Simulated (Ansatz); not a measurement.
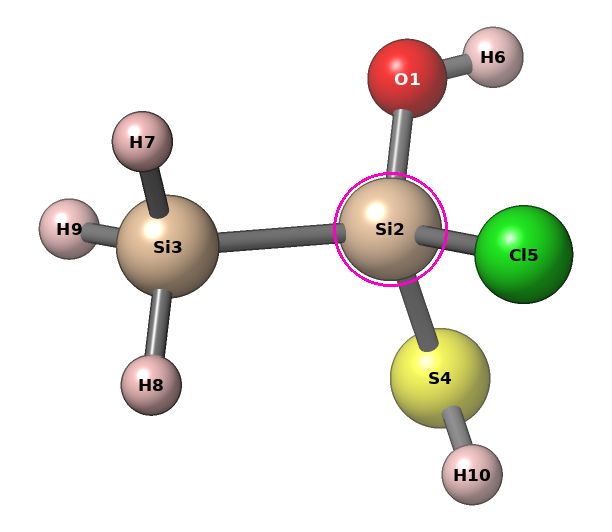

Atoms fade into the background with distance from the viewer. Circles mark the stereogenic atoms. The computed structure is the end point of a PBE0-D4/def2-TZVP optimisation. No frequency run is at hand to confirm it as a minimum.

### Assign CIP descriptors.

Si2: R (priorities Cl5 > S4 > Si3 > O1).
